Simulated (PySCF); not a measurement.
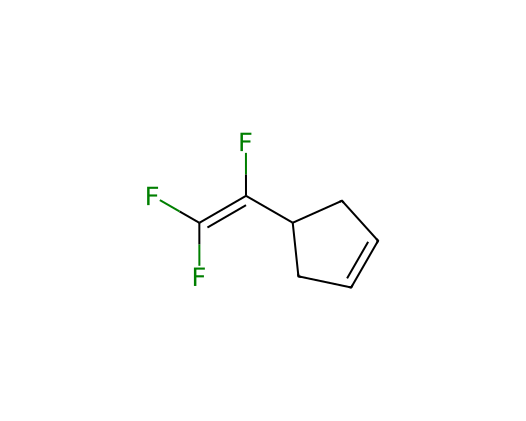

Skeletal drawing of a molecule.

**Write the SMILES.**

FC(F)=C(F)C1CC=CC1

**What is the molecular formula?**

C7H7F3.

More results for the same structure follow; atom numbers are the same in all pictures, views and colours differ. The geometry was computed by an optimisation with PBE0-D3(BJ)/def2-SVP. No frequency run is at hand to confirm it as a minimum.

Shape

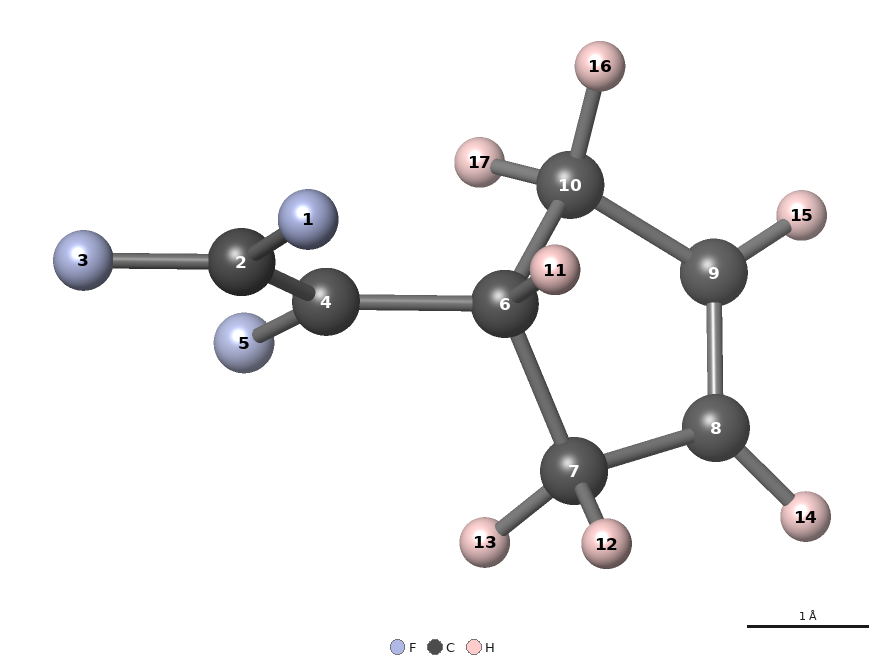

Numbered structure. No frequency run is at hand to confirm it as a minimum.

Which atoms are bonded, and how long are the bonds? Leave out bonds to hydrogen.

| bond | length (Å) | order |
| --- | --- | --- |
| F1–C2 | 1.315 | single |
| C2–F3 | 1.309 | single |
| C2–C4 | 1.333 | double |
| C4–F5 | 1.340 | single |
| C4–C6 | 1.483 | single |
| C6–C7 | 1.549 | single |
| C6–C10 | 1.549 | single |
| C7–C8 | 1.501 | single |
| C8–C9 | 1.336 | double |
| C9–C10 | 1.501 | single |

Excitation

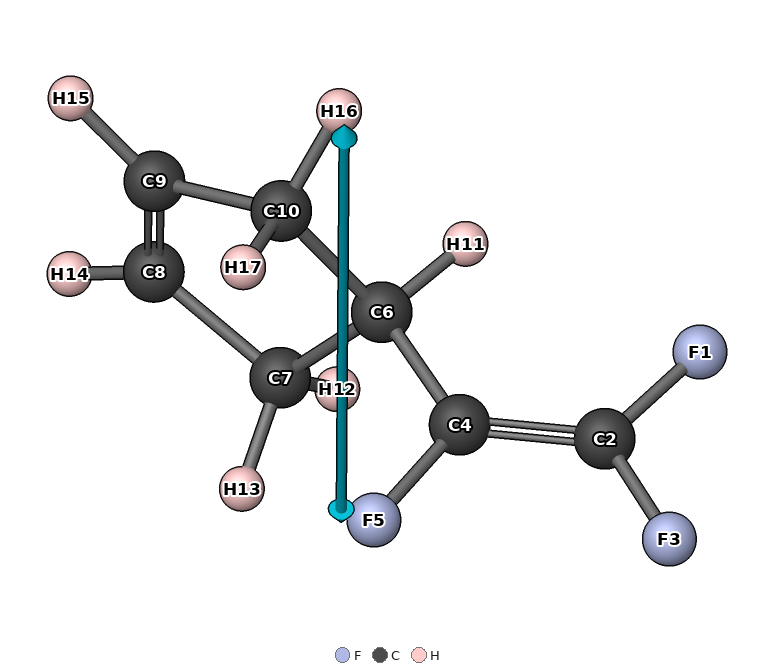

The double arrow shows the direction of the transition dipole to excited singlet state 3 (its length means nothing). No frequency run is at hand to confirm it as a minimum. Level of theory: TDDFT CAM-B3LYP/def2-SVPD, vertical, gas phase, core orbitals frozen in the response (PySCF 2.14.0).

**How is the transition polarised?**

Nearly parallel to the C8–C9 bond.

**Give its energy, strength and character.**

6.98 eV (178 nm), oscillator strength 0.23, mainly HOMO → LUMO+1 (weight 0.94); transition dipole 2.96 D.

NMR shielding

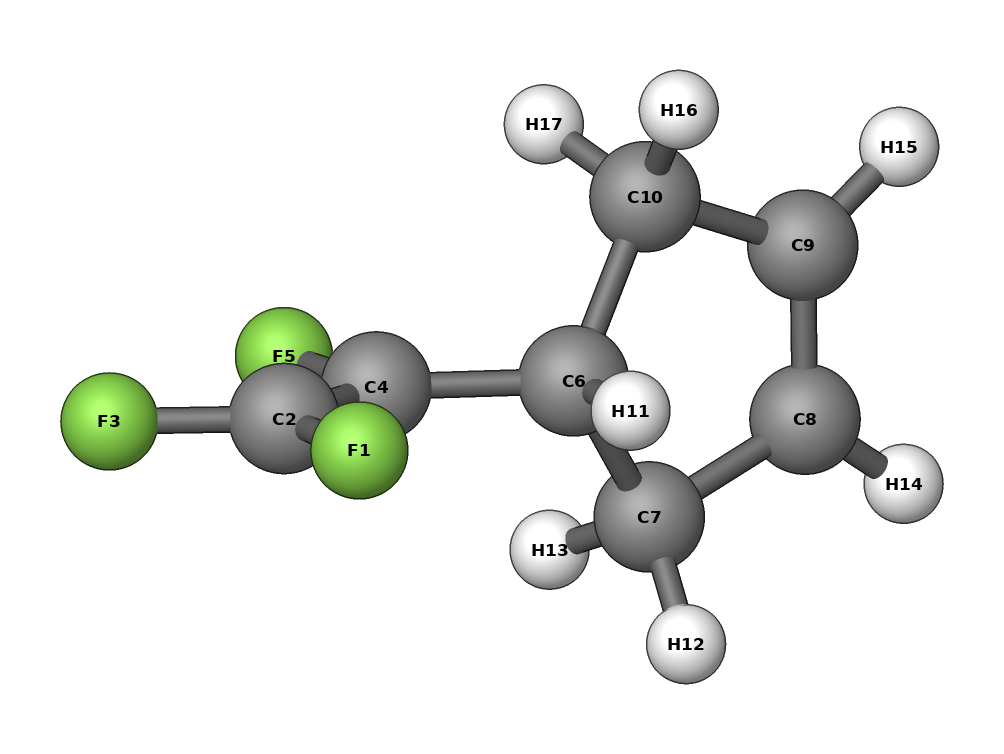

No frequency run is at hand to confirm it as a minimum. Properties computed with GIAO PBE0/pcSseg-1 NMR shielding, non-relativistic, IEF-PCM methanol (PySCF 2.14.0). Principal shieldings σ11 ≤ σ22 ≤ σ33, span Ω = σ33 − σ11, skew κ = 3(σiso − σ22)/Ω.

**Which F atom has the most anisotropic shielding?**

F5, with a span of 130 ppm.

Give the shielding tensors of the F atoms.

```json
{"atom": "F1", "σ11": "270.4", "σ22": "304.2", "σ33": "344.2", "σiso": "306.3", "Ω": "73.8", "κ": "0.08"}
{"atom": "F3", "σ11": "264.4", "σ22": "294.9", "σ33": "304.6", "σiso": "288.0", "Ω": "40.2", "κ": "−0.52"}
{"atom": "F5", "σ11": "306.4", "σ22": "381.4", "σ33": "436.6", "σiso": "374.8", "Ω": "130.3", "κ": "−0.15"}
```

Shieldings and span in ppm.

Ring current

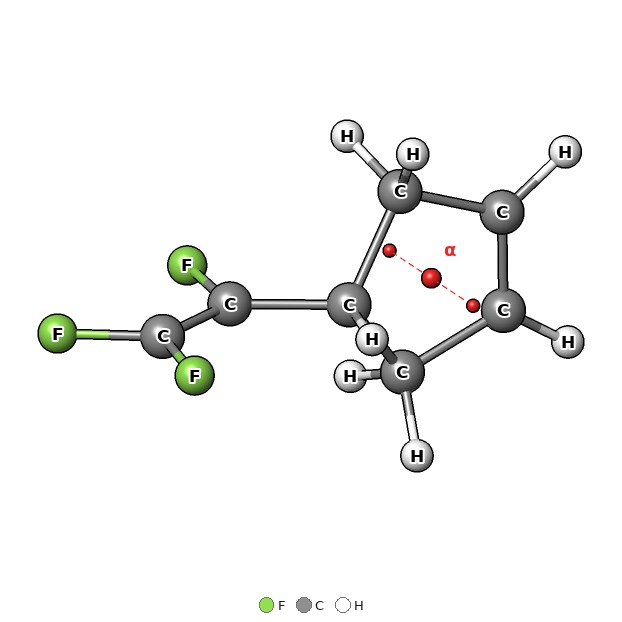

The small points mark where nucleus-independent chemical shifts (NICS) were computed: at the centre of each lettered ring and 1 Å above and below it. No frequency run is at hand to confirm it as a minimum. Level of theory: GIAO PBE0/pcSseg-1 NMR shielding, non-relativistic, IEF-PCM water (PySCF 2.14.0).

Give NICS(0), NICS(1) and the out-of-plane component NICS(1)zz for each ring (means of the two sides).

```csv
ring,members,NICS(0),NICS(1),NICS(1)zz
α,C5,−2.6,−3.0,−2.3
```

Values in ppm.

**What do the values say about the ring currents?**

Ring α: weak, as in a non-aromatic ring. NICS is one index among several.
